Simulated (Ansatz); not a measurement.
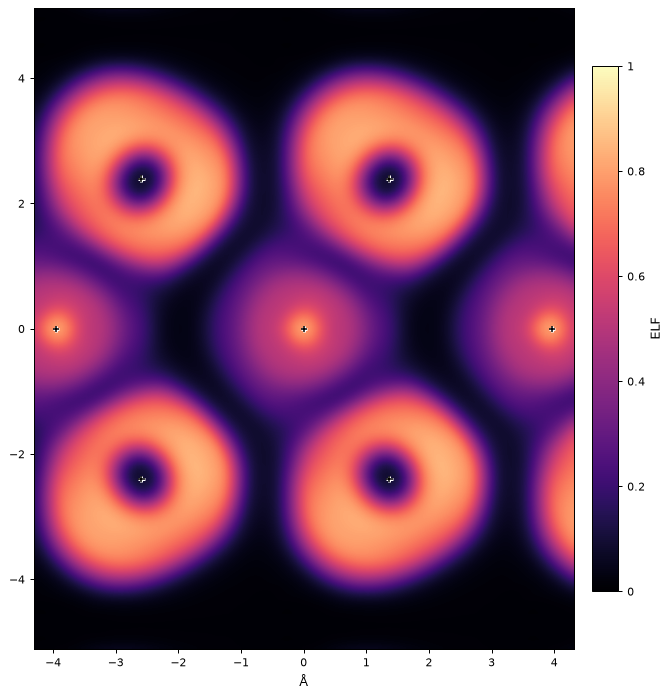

The ELF on a plane through atoms (crosses mark nuclei in the plane).

These are results of Ansatz 0.2.0, DFT, PBEsol, plane waves, PAW, not measurements.

Candidates:
A. BeAsI₅, a = 5.02 Å, b = 5.02 Å, c = 7.85 Å, α = 90.00°, β = 90.00°, γ = 90.00°. Space group P4/mmm; a structure from a database of computed crystals, not necessarily the ambient phase; started from the SiSnPd5-123 prototype, which need not be the ambient phase.
B. SrZrBr₆, a = 9.14 Å, b = 3.88 Å, c = 12.59 Å, α = 89.94°, β = 90.00°, γ = 90.00°. Space group Amm2; a structure from a database of computed crystals, not necessarily the ambient phase; started from the TaNbAl6-123 prototype, which need not be the ambient phase; changed on purpose from its base cell (shaken).
C. Y₂HgSe₄, a = 6.74 Å, b = 6.74 Å, c = 3.96 Å, α = 90.00°, β = 90.00°, γ = 90.00°. Space group P-42m; a structure from a database of computed crystals, not necessarily the ambient phase; started from the Cu2WS4-111 prototype, which need not be the ambient phase.

Q: Which system is this?

A: Candidate C: Y₂HgSe₄ on the (110) plane of the conventional cell, which holds Hg and Se. Hg–Se (2.76 Å): the ELF is about 0.30 at the midpoint and 0.20 at its lowest between the atoms.
